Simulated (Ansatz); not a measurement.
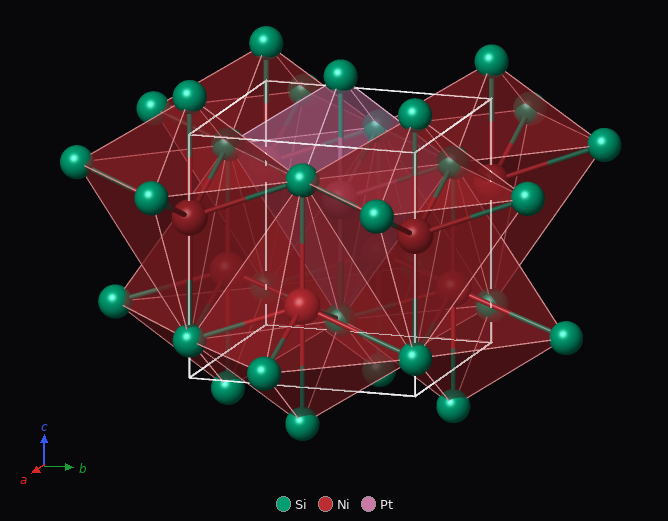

This polyhedral model is shown slightly off an axis. One conventional unit cell is framed, with atoms on its boundary repeated. A few atoms beyond the faces are included.

Si₄Ni₃Pt, space group P4mm (No. 99), a = 4.576 Å, b = 4.576 Å, c = 4.819 Å, α = 90.00°, β = 90.00°, γ = 90.00°. The cell started as a structure type filled with these elements by a generator (whether the compound takes this form wasn't checked). Earlier steps of the study, as a rule a relaxation of our own, may have changed the cell and positions, so they can lie some per cent off the listed ones. It was run through Ansatz as a DFT input.

This one geometry was computed with Ansatz (DFT, plane waves, PAW) at three levels of theory: r2SCAN, PBE and PBEsol.

### Which level gives the highest pressure at this volume, and what does that say about its equilibrium volume?

Highest: PBE (0.0 GPa), which points to the largest equilibrium volume. Lowest, with the smallest volume: PBEsol (-6.1 GPa). Levels within 0.5 GPa of each other can't be told apart.

### How does the band gap change with the level of theory?

All levels give a metal.

### Collect the results in a table.

| level | cutoff (eV) | k-mesh of the run's cell | gap (eV) | pressure (GPa) |
| --- | --- | --- | --- | --- |
| r2SCAN | 500 | 8×8×8 | metal | -5.1 |
| PBE | 420 | 8×8×8 | metal | 0.0 |
| PBEsol | 420 | 8×8×8 | metal | -6.1 |

Gaps are taken on the k-mesh or band path of each run.
